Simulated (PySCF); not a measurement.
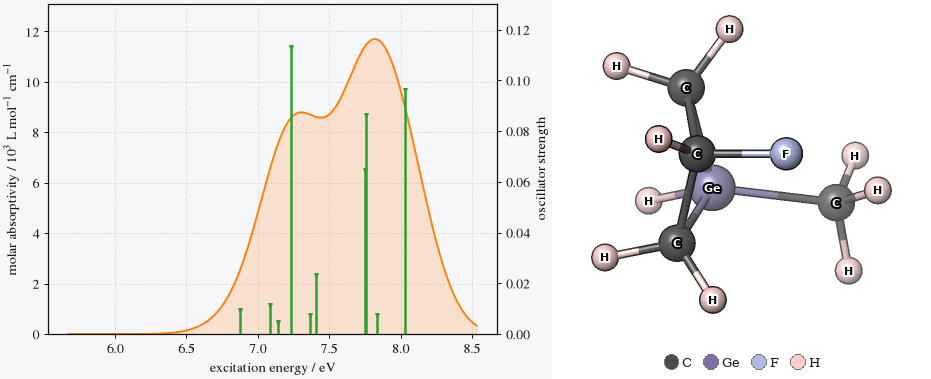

Computed absorption of C₄H₉FGe, SMILES [CH3][Ge@H]1[CH2][C@@H](F)[CH2]1, singlet. Vertical TDDFT excitations, B3LYP/def2-SVPD with PySCF, at a PBE0-D3(BJ)/def2-SVP geometry (no frequency check), gas phase. The lowest 10 singlet states are shown; each is broadened by a Gaussian of 1/e half-width 0.30 eV. Sticks give oscillator strengths (right axis).

Where is the lowest singlet, and is it bright?

Answer. S1 lies at 6.87 eV (180 nm) with f = 0.010, mainly HOMO → LUMO (96 %); it is weak.

List the transitions behind the spectrum.

Answer.
| state | E (eV) | λ (nm) | f | main character |
| --- | --- | --- | --- | --- |
| S1 | 6.87 | 180 | 0.010 | HOMO → LUMO (96 %) |
| S2 | 7.09 | 175 | 0.011 | HOMO → LUMO+1 (87 %) |
| S3 | 7.14 | 174 | 0.005 | HOMO−1 → LUMO+1 (91 %) |
| S4 | 7.23 | 171 | 0.113 | HOMO−1 → LUMO (80 %) |
| S5 | 7.36 | 168 | 0.007 | HOMO → LUMO+2 (89 %) |
| S6 | 7.41 | 167 | 0.023 | HOMO−1 → LUMO+2 (92 %) |
| S7 | 7.75 | 160 | 0.065 | HOMO−1 → LUMO+3 (96 %) |
| S8 | 7.76 | 160 | 0.086 | HOMO → LUMO+3 (88 %) |
| S9 | 7.83 | 158 | 0.008 | HOMO−2 → LUMO (92 %) |
| S10 | 8.03 | 154 | 0.096 | HOMO → LUMO+4 (85 %) |

Note: states above the negative HOMO energy depend on the basis; one conformer of a flexible molecule; core orbitals are frozen in the response.
